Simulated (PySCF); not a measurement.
# HNC (hydrogen isocyanide), run twice

Wanted: a stability test of HNC (hydrogen isocyanide), U-r2SCAN/6-31G (density fitting).

The calculation is run with PySCF 2.14.0.

6 further runs of the same task are left out: 1 that didn't finish, 5 set aside as unsound or not needed.

## Step 1: The system as given

HNC has 3 atoms, charge 0, and is taken as a singlet. As SMILES, `[C-]#[NH+]`. The shape is built from the SMILES string.

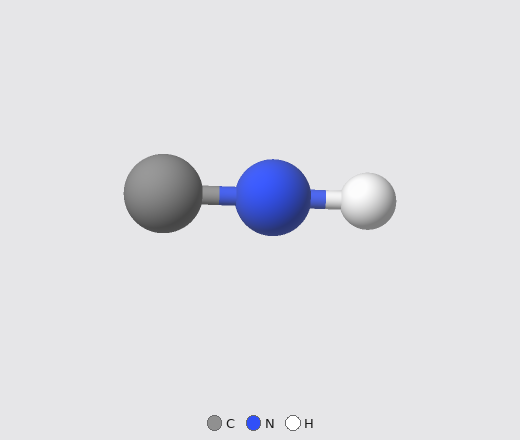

Viewed from a chosen angle; carbon grey, nitrogen blue, hydrogen white.

## Step 2: The input as first written

input.py reads:

```python
from pyscf import gto, dft
from rdkit import Chem
from rdkit.Chem import AllChem

rd = Chem.AddHs(Chem.MolFromSmiles('[C-]#[NH+]'))
AllChem.EmbedMolecule(rd, randomSeed=885)
AllChem.UFFOptimizeMolecule(rd)
xyz = rd.GetConformer().GetPositions()
geom = [(a.GetSymbol(), tuple(x)) for a, x in zip(rd.GetAtoms(), xyz)]
for s, x in geom:
    print('%-2s %12.6f %12.6f %12.6f' % (s, *x))

mol = gto.M(
    atom=geom,
    spin=0,
    verbose=4,
    basis='6-31g',
    cart=True,
    max_memory=1860,
)

calc0 = dft.UKS(mol, xc='r2scan')
calc0 = calc0.density_fit()
calc0.max_cycle = 6
calc0.kernel()

etot = calc0.e_tot
print('E(%s) = %.9f' % ('R2SCAN', etot))
mo_i, mo_e, stable_i, stable_e = calc0.stability(internal=True, external=True, return_status=True)
print('stable: internal', stable_i, 'external', stable_e)
```

Started as:

```bash
OMP_NUM_THREADS=1 python input.py
```

The program printed:

```text
C      1.103576    -0.055269     0.000000
N     -0.052126     0.002611    -0.000000
H     -1.051450     0.052658    -0.000000

PySCF version 2.14.0

[... 76 lines left out ...]
SCF not converged.
SCF energy = -93.3090234661321 after 6 cycles  <S^2> = 4.7954432e-09  2S+1 = 1
[... 4 lines left out ...]
WARN: QR decomposition removed 1 vectors.

uhf_real2complex: lowest eigs of H = [0.27575669 0.27575674 0.27575752]
<class 'pyscf.df.df_jk.DFUKS'> wavefunction is stable in the real -> complex stability analysis
uhf_external: lowest eigs of H = [0.15940104 0.17156765 0.25304907]
<class 'pyscf.df.df_jk.DFUKS'> wavefunction is stable in the UHF/UKS -> GHF/GKS stability analysis
stable: internal True external True
```

Wall time 7.2 s (1 thread of Arm Neoverse V2, shared host); peak memory 0.31 GiB.

## Step 3: Reading the log

The iterations ended before the threshold was met.

The telling line is `SCF not converged.`. What is wrong: the iteration cap is too low for convergence. To mend it: iteration cap at its default in place of 6.

## Step 4: Try two

input.py, as its differences from that of step 2:

```diff
@@ -1 +1,2 @@
+# hydrogen isocyanide
 from pyscf import gto, dft
@@ -12,5 +13,6 @@
 
-mol = gto.M(
+system = gto.M(
     atom=geom,
     spin=0,
+    max_memory=1860,
     verbose=4,
@@ -18,8 +20,6 @@
     cart=True,
-    max_memory=1860,
 )
 
-calc0 = dft.UKS(mol, xc='r2scan')
+calc0 = dft.UKS(system, xc='r2scan')
 calc0 = calc0.density_fit()
-calc0.max_cycle = 6
 calc0.kernel()
```

Started as:

```bash
OMP_NUM_THREADS=1 python input.py
```

The program printed:

```text
C      1.103576    -0.055269     0.000000
N     -0.052126     0.002611    -0.000000
H     -1.051450     0.052658    -0.000000

PySCF version 2.14.0

[... 84 lines left out ...]
converged SCF energy = -93.3090234670074  <S^2> = 3.8507064e-10  2S+1 = 1
[... 4 lines left out ...]
WARN: QR decomposition removed 1 vectors.

uhf_real2complex: lowest eigs of H = [0.27576103 0.27576129 0.27576153]
<class 'pyscf.df.df_jk.DFUKS'> wavefunction is stable in the real -> complex stability analysis
uhf_external: lowest eigs of H = [0.15940448 0.1715651  0.25304559]
<class 'pyscf.df.df_jk.DFUKS'> wavefunction is stable in the UHF/UKS -> GHF/GKS stability analysis
stable: internal True external True
```

It took 7.5 s on 1 thread of Arm Neoverse V2, shared host; peak memory 0.31 GiB.

## Step 5: Summary of results

At U-r2SCAN/6-31G (density fitting):

| quantity | value |
| --- | --- |
| total energy | -93.30902 Eh |
| dipole moment | 3.05 D |
| HOMO energy | -7.40 eV |
| LUMO energy | 0.10 eV |
| HOMO–LUMO gap | 7.50 eV |

**Reading.** Mulliken charges run from -0.46 on N2 to +0.39 on H3.
